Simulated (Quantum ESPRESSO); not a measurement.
# Wannier-interpolated electron–phonon scattering in V (Im-3m), part 3 of 3

The plan: phonons and Wannier functions of V (Im-3m), and, if the interpolated phonons are stable, its coupling and resistivity.

Quantum ESPRESSO 7.5; DFT PBE, scalar-relativistic, plane waves, PseudoDojo 0.4.1 norm-conserving pseudopotentials.

So far, highest frequency, solved or plainly interpolated (cm⁻¹): step 4 (phonons on the coarse mesh) 256.

**7. Wannier functions and couplings**

Projections V s, p, d start 9 Wannier functions; states up to 2.5 eV over the Fermi level are frozen, and the projected functions are kept without the localisation step. Hamiltonian, force constants and couplings go to real space.

The input, epw1.in:

```
--
&INPUTEPW
  prefix        = 'x'
  outdir        = './tmp'
  dvscf_dir     = './save'
  elph          = .true.
  etf_mem       = 1
  nbndsub       = 9
  bands_skipped = 'exclude_bands = 1-4'
  use_ws        = .true.
  vme           = 'wannier'
  asr_typ       = 'crystal'
  nk1           = 8
  nk2           = 8
  nk3           = 8
  nq1           = 4
  nq2           = 4
  nq3           = 4
  amass(1)      = 50.9415
  epwwrite      = .true.
  epwread       = .false.
  wannierize    = .true.
  num_iter      = 0
  dis_win_max   = 56.7
  dis_froz_max  = 19.203
  proj(1)       = 'V:s;p;d'
  wdata(1)      = 'dis_num_iter = 600'
  wdata(2)      = 'guiding_centres = .true.'
  wdata(3)      = 'num_print_cycles = 50'
  wdata(4)      = 'dis_mix_ratio = 0.7'
  band_plot     = .true.
  filkf         = 'path.dat'
  filqf         = 'path.dat'
  fsthick       = 100.0
  efermi_read   = .true.
  fermi_energy  = 16.7032
/
```

On the command line:

```sh
$ OMP_NUM_THREADS=1 mpirun -n 8 epw.x -nk 8 -in epw1.in > epw1.out
```

Output:

```text
[the first part of the log is left out]
     Number of WS vectors for phonons       89
     Number of WS vectors for electron-phonon       89
     Maximum number of cores for efficient parallelization       89
     Inside velocity step 1
     Velocity matrix elements calculated
     Writing Hamiltonian, Dynamical matrix and EP vertex in Wann rep to file
     ===================================================================
     Memory usage:  VmHWM =       260Mb
                   VmPeak =       729Mb
     ===================================================================
     Using q-mesh file: path.dat
     WARNING: q-point weigths do not add up to 1 [loadqmesh_serial]
     Size of q point mesh for interpolation:         77
     Using k-mesh file: path.dat
     WARNING: k-point weigths do not add up to 1 [loadkmesh_para]
     Size of k point mesh for interpolation:         77
     Fermi energy coarse grid =  16.688848 eV
     ===================================================================
     Fermi energy is read from the input file: Ef =  16.703200 eV
     ===================================================================
     Skipping    4 occupied bands:
     The Fermi level will be determined with   5.00000 electrons
              ibndmin =     1  ebndmin =    10.073 eV
              ibndmax =     9  ebndmax =    49.156 eV
     Number of ep-matrix elements per pool :         2430 ~=   18.98 Kb (@ 8 bytes/ DP)
     We only need to compute       77 q-points
     ===================================================================
     Memory usage:  VmHWM =       260Mb
                   VmPeak =       729Mb
     ===================================================================
```

Wall time 8 min (8 MPI ranks of Arm Neoverse N1, shared host).

Numbers from this step:

* r.m.s. error of the interpolated bands from 2 eV under to 1 eV over the Fermi level: 2.9 meV
* largest error in that range: 16.5 meV
* lowest interpolated frequency on the path: -32.9 cm⁻¹

Electronic bands along the path, in eV, zero at the Fermi level; # counts the bands kept:

```
point     #1     #2     #3    #4    #5     #6
    Γ  -6.63   0.40   0.40  0.40  2.42   2.42
    H  -3.02  -3.02   3.73  3.73  3.73  10.18
    N  -3.21  -1.15   1.60  2.42  2.78   4.13
    Γ  -6.63   0.40   0.40  0.40  2.42   2.42
    P  -1.14  -1.14  -1.14  2.85  2.85  10.39
    H  -3.02  -3.02   3.73  3.73  3.73  10.18
```

The same for Wannier interpolation:

```
point     #1     #2     #3    #4    #5     #6
    Γ  -6.63   0.40   0.40  0.40  2.42   2.42
    H  -3.02  -3.02   3.73  3.73  3.73  10.18
    N  -3.21  -1.15   1.60  2.42  2.87   4.13
    Γ  -6.63   0.40   0.40  0.40  2.42   2.42
    P  -1.14  -1.14  -1.14  2.85  2.85  10.40
    H  -3.02  -3.02   3.73  3.73  3.73  10.18
```

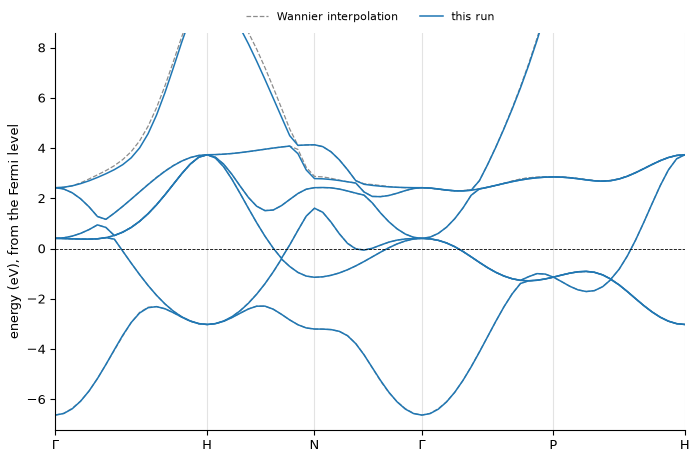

Electronic bands along the path; dashed: Wannier interpolation.

The phonon branches at the labelled points (cm⁻¹):

```
point  branch 1  branch 2  branch 3
    Γ         0         0         0
    H       256       256       256
    N       170       189       226
    Γ         0         0         0
    P       189       189       189
    H       256       256       256
```

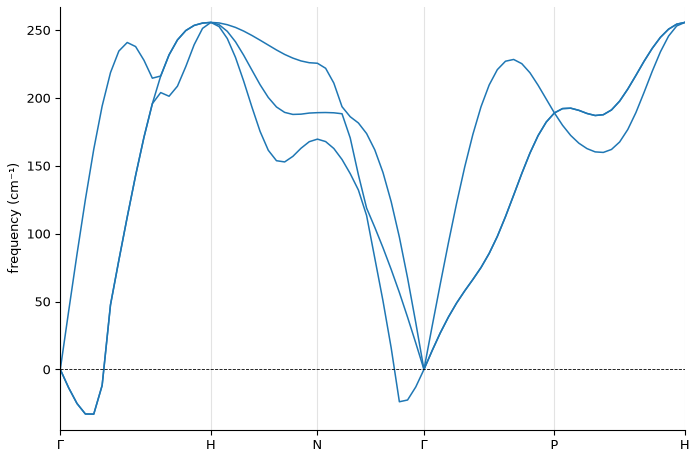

Phonon branches along the path.

Near the Fermi level the interpolated bands miss those of pw.x by 3 meV r.m.s. and 16 meV at most, each level matched to the nearest interpolated one; the r.m.s. value is under the 60 meV set for going on. The interpolated phonons go imaginary on the path, to 32.9i cm⁻¹.

**8. Summary of results**

```
lowest solved frequency off the zone centre : 98.2 cm⁻¹
lowest interpolated frequency on the path   : -32.9 cm⁻¹
band error of the Wannier functions         : 3 meV r.m.s.
```

In words: Step 7: Of the bands kept, 2 cross the Fermi level on this path. Step 7: On this path the spectrum ends at 256 cm⁻¹ (at H). Step 7: A branch goes imaginary (drawn negative), down to -32.9 cm⁻¹ between Γ and H, between computed points or near Γ, where interpolation can make such dips. Off the zone centre all modes solved on the 4×4×4 mesh are real, but the Fourier interpolation between them turns a branch imaginary, down to 32.9i cm⁻¹. Force constants of long range, as near Kohn anomalies, are cut off by so coarse a mesh; a finer q mesh is needed before couplings can be summed, so the chain stops without λ or ρ.

[The logs of pw.x and epw.x are selected lines.]

[Logs are printed without paths, hosts, clocks, repeated set-up lines and the standing remarks that a program may print on its own settings, such as how far it seeks lower states.]

[Hosts, paths, dates, database ids (printed as entryN), source tags and the programs' standing remarks are cut or masked in the printed files.]
